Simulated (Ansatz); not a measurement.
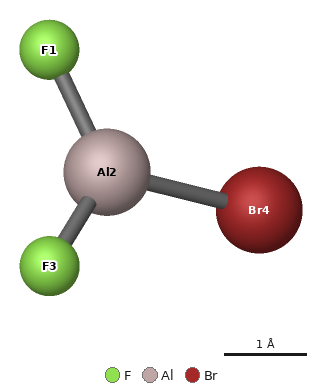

Starting structure of AlBrF2. The picture is a ball-and-stick view, seen at a tilt.

The start comes from PBE-D4/def2-SVP.

Theory: Ansatz 0.2.0, RKS PBE0-D4/def2-TZVP.

Input
```yaml
crystal:
  periodic: [false, false, false]
  atoms:
    - {symbol: F, position_ang: [1.122294, 0.622336, 1.169799]}
    - {symbol: Al, position_ang: [0.105762, -0.089157, 0.062323]}
    - {symbol: F, position_ang: [0.226627, -1.725707, -0.208538]}
    - {symbol: Br, position_ang: [-1.399082, 1.132228, -1.043785]}
basis:
  gaussian: {orbitals: def2-TZVP}
hamiltonian: {xc: pbe0, dispersion: d4}
relax: {f_tol: 0.005, max_steps: 150}
```

Q: What does the optimiser find from here?

A: Over 3 geometry steps the energy falls by 0.77 kcal/mol. Largest force component: 0.94 eV/Å at the start, 0.0037 eV/Å at the end. The largest moves after the best rigid fit, 0.031 Å, are those of F1 and F3. Largest moves by element: F 0.031 Å, Br 0.019 Å, Al 0.003 Å. Among the contacts that change: Al2–F3 1.663 → 1.631 Å, Al2–Br4 2.232 → 2.216 Å.

The structure at the end:

```xyz
4

F     1.1057    0.6055    1.1504
Al    0.1079   -0.0914    0.0640
F     0.2283   -1.6968   -0.2003
Br   -1.3862    1.1223   -1.0342
```
